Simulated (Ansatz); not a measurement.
# Calculations on H6C2O

**1. Relaxation**

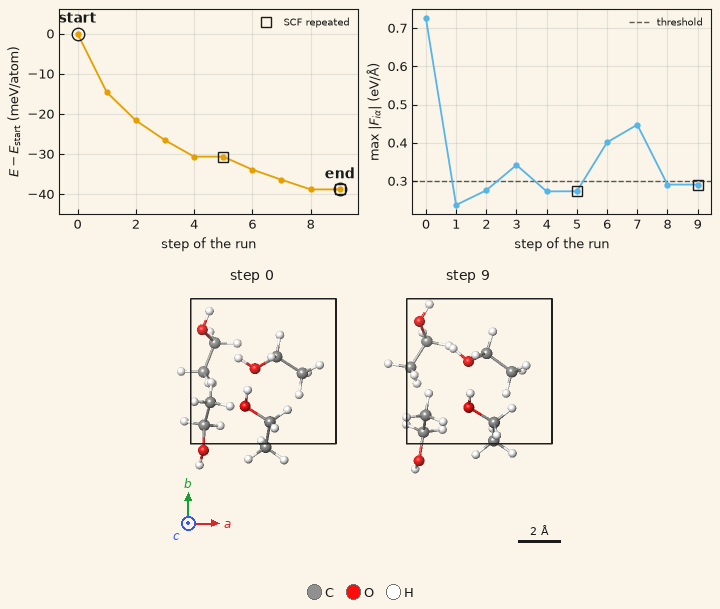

First and last geometry of a relaxation of an amorphous cell of composition H6C2O, with the history of the run. The picture is a ball-and-stick view of the cell of the calculation, seen along the c axis.

The cell holds 4 CH3CH2OH. The run prepares the start of a later molecular dynamics calculation, from a guessed geometry.

Level of theory: Ansatz, DFT PBE-D3(BJ), scalar-relativistic, plane waves, PAW. (plane-wave cutoff 420 eV; k-point mesh 1 × 1 × 1; occupations fermi dirac; smearing width 0.02 eV; no spin polarisation; atoms relaxed in a fixed cell; force threshold 0.3 eV/Å; at most 15 steps)

Question: Did the run converge, and what did it change?

Answer: It converged. The energy falls by 38.8 meV per atom in 7 accepted moves (9 points after the start). Largest force component: 0.73 eV/Å at the start, 0.29 eV/Å at the end. 2 steps only repeated the SCF at the same geometry. The atom that moves furthest is an H atom (1.02 Å along [2 2 1]). By element the largest moves are H 1.02 Å, O 0.81 Å, C 0.74 Å. The cell doesn't change. Among the contacts that change: C–O 1.427 → 1.447 Å, H–O 0.971 → 0.988 Å, C–C 1.512 → 1.525 Å, C–H 1.099 → 1.106 Å. Among the angles between lasting bonds that change: C–O–H 107.7° → 103.2°, C–C–O 107.1° → 110.1°.

| step | E − E(0), meV/atom | largest force component, eV/Å | note |
| --- | --- | --- | --- |
| 0 | 0.00 | 0.7260 |  |
| 1 | -14.57 | 0.2373 |  |
| 2 | -21.62 | 0.2757 |  |
| 3 | -26.57 | 0.3419 |  |
| 4 | -30.66 | 0.2728 |  |
| 5 | -30.66 | 0.2732 | same geometry, SCF repeated |
| 6 | -33.91 | 0.4011 |  |
| 7 | -36.42 | 0.4472 |  |
| 8 | -38.84 | 0.2907 |  |
| 9 | -38.84 | 0.2906 | same geometry, SCF repeated |

Limits of the set-up: the program's low-accuracy preset was used; the periodic images lie only 7.0 Å apart, so the values are limited by the cell's size.

**2. Dynamics**

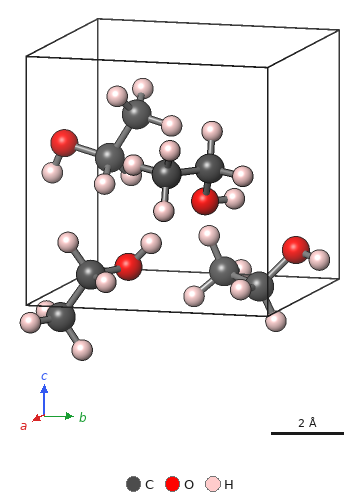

Starting frame of a dynamics run of a periodic cell with 4 CH3CH2OH at 0.876 g/cm³. Style: ball-and-stick. Shown: the simulation cell, slightly off an axis.

Theory: DFT PBE-D3(BJ), scalar-relativistic, plane waves, PAW (Ansatz).

Input file:
```yaml
accuracy: low
crystal:
  lattice:
    - [7.041925, 0.0, 0.0]
    - [0.0, 7.041925, 0.0]
    - [0.0, 0.0, 7.041925]
  atoms:
    - { symbol: C, position: [0.59852704, 0.02152704, 0.89006043] }
    - { symbol: C, position: [0.60139773, 0.14723231, 1.0663394] }
    - { symbol: O, position: [0.42681498, 0.25087795, 1.07629688] }
    - { symbol: H, position: [0.43701211, 0.34783683, 1.17627625] }
    - { symbol: H, position: [0.62037045, 0.05848244, 1.19499529] }
    - { symbol: H, position: [0.72401009, 0.24536607, 1.05876019] }
    - { symbol: H, position: [0.7276971, -0.06556689, 0.88308137] }
    - { symbol: H, position: [0.47515428, -0.07402751, 0.8915] }
    - { symbol: H, position: [0.59099351, 0.10806272, 0.75999254] }
    - { symbol: C, position: [0.72279486, 0.49678999, 0.50370502] }
    - { symbol: C, position: [0.54937447, 0.62337869, 0.50638856] }
    - { symbol: O, position: [0.42503847, 0.56748644, 0.35340647] }
    - { symbol: H, position: [0.31949233, 0.65741755, 0.35181456] }
    - { symbol: H, position: [0.47384036, 0.61093087, 0.64281858] }
    - { symbol: H, position: [0.59153518, 0.77321052, 0.48808282] }
    - { symbol: H, position: [0.82266618, 0.54036845, 0.61504665] }
    - { symbol: H, position: [0.68382569, 0.34759788, 0.52827969] }
    - { symbol: H, position: [0.79559439, 0.50699555, 0.3663107] }
    - { symbol: C, position: [0.12933202, 0.19694225, 0.64114457] }
    - { symbol: C, position: [0.11461775, 0.08105662, 0.45984246] }
    - { symbol: O, position: [0.08382963, -0.11633629, 0.50476741] }
    - { symbol: H, position: [0.05740334, -0.17389677, 0.37954275] }
    - { symbol: H, position: [-0.00505307, 0.1341783, 0.37319997] }
    - { symbol: H, position: [0.24554171, 0.09847134, 0.37457986] }
    - { symbol: H, position: [0.15089649, 0.34747334, 0.6049074] }
    - { symbol: H, position: [-0.00234924, 0.18315093, 0.72437149] }
    - { symbol: H, position: [0.24958802, 0.15182178, 0.72993741] }
    - { symbol: C, position: [0.02528378, 0.52763274, 0.01008926] }
    - { symbol: C, position: [0.1382168, 0.70666241, -0.02586014] }
    - { symbol: O, position: [0.08709562, 0.84331808, 0.11892383] }
    - { symbol: H, position: [0.15578649, 0.96106568, 0.09440384] }
    - { symbol: H, position: [0.29164545, 0.67526042, -0.01653615] }
    - { symbol: H, position: [0.10829671, 0.76696105, -0.16765088] }
    - { symbol: H, position: [0.06970243, 0.41631947, -0.08906164] }
    - { symbol: H, position: [0.05142762, 0.47380155, 0.1542811] }
    - { symbol: H, position: [-0.1281072, 0.55297222, -0.00662336] }
basis:
  ecutwfc: 420.0
kpoints:
  mp_grid: { grid: [1, 1, 1] }
hamiltonian:
  xc: pbe
  dispersion: d3bj
scf:
  occupations: { method: fermi_dirac, width: 0.02 }
  lower_state_search: "off"
md:
  timestep: 0.5
  n_steps: 300
  ensemble: nvt_langevin
  temperature: 400.0
  initial_velocities: maxwell_boltzmann
  seed: 459768
  friction: 0.02
```

Run as
```bash
ansatz run input.yaml --threads 1 --pin off --max-ram 3072MiB --backend cpu --events-out ev --progress --plain --runs-dir out
```

What does the trajectory do?

Answer. The mean temperature in the second half is 333 K (standard deviation 24 K). The potential energy in the second half lies on average 32.9 meV per atom above the first frame. In the second half of the run the atoms are, in the root-mean-square, this far from where they began (common drift taken out): H 0.71 Å, O 0.49 Å, C 0.48 Å. The heavy atoms stay within a fraction of a molecule's size of their starting places; so short a run doesn't tell a liquid from a solid.

Along the run (each row but the first and the last is the mean over the interval that it begins):

```json
{"time (fs)": "0.0", "potential energy (meV/atom)": "0.0", "T (K)": "389"}
{"time (fs)": "18.5", "potential energy (meV/atom)": "28.1", "T (K)": "260"}
{"time (fs)": "37.0", "potential energy (meV/atom)": "29.3", "T (K)": "321"}
{"time (fs)": "55.5", "potential energy (meV/atom)": "30.6", "T (K)": "319"}
{"time (fs)": "74.0", "potential energy (meV/atom)": "32.6", "T (K)": "339"}
{"time (fs)": "92.5", "potential energy (meV/atom)": "32.2", "T (K)": "337"}
{"time (fs)": "111.0", "potential energy (meV/atom)": "32.7", "T (K)": "330"}
{"time (fs)": "129.5", "potential energy (meV/atom)": "34.2", "T (K)": "330"}
{"time (fs)": "148.0", "potential energy (meV/atom)": "32.7", "T (K)": "315"}
```

The paths of the atoms:

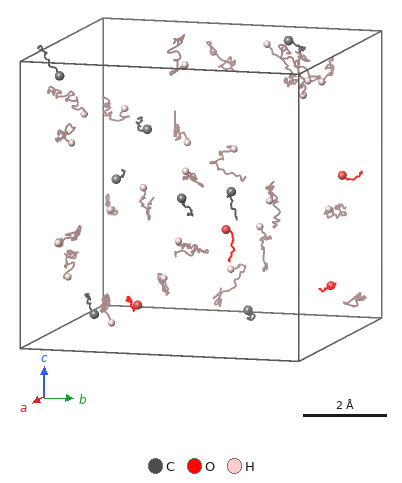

Limits of the set-up: the program's low-accuracy preset was used; the periodic images lie only 7.0 Å apart, so the values are limited by the cell's size.

**3. Dynamics**

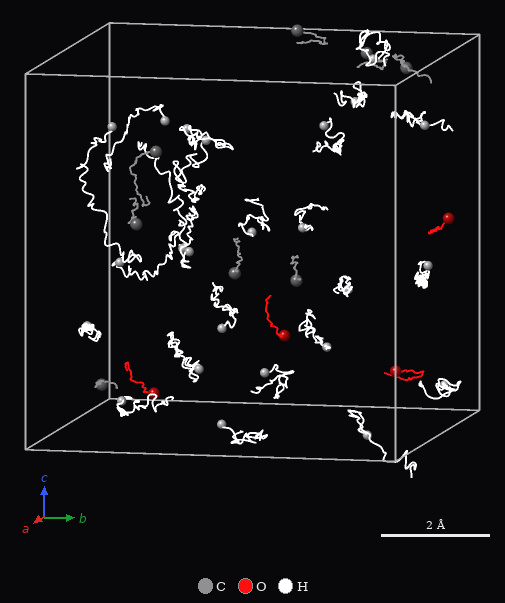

Molecular dynamics of a periodic cell with 4 CH3CH2OH at 0.876 g/cm³, 200 fs long. It starts from the last geometry of an earlier run, with fresh velocities. Lines trace each atom's path, in the colour of its element; spheres stand at the starting positions. Seen slightly off an axis in the simulation cell.

Method: DFT PBE-D3(BJ), scalar-relativistic, plane waves, PAW in Ansatz. Run with plane-wave cutoff 420 eV; k-point mesh 1 × 1 × 1; Fermi-Dirac smearing 0.02 eV; low-accuracy preset; constant energy (NVE); velocities drawn for 400 K; time step 0.5 fs.

Question: Describe the motion.

Answer: In the second half of the run the atoms are, in the root-mean-square, this far from where they began (common drift taken out): H 0.96 Å, C 0.55 Å, O 0.54 Å. The heavy atoms stay within a fraction of a molecule's size of their starting places, while the hydrogen atoms travel further, as molecules turn; so short a run doesn't tell a liquid from a solid. Over the second half the temperature averages 370 K (spread ±32 K). The potential energy in the second half lies on average 3.9 meV per atom above the first frame. The total energy stays between −0.037 and 0.28 meV per atom of its start. A straight-line fit has a slope that amounts to +0.0083 meV per atom over 200 fs (under 0.1 % of the mean kinetic energy), and the ripple about it is 1.4 % of the kinetic energy's fluctuation. With a drift under 2 % and a ripple under 7 %, the integration is accurate.

Limits of the set-up: the program's low-accuracy preset was used; the periodic images lie only 7.0 Å apart, so the values are limited by the cell's size.
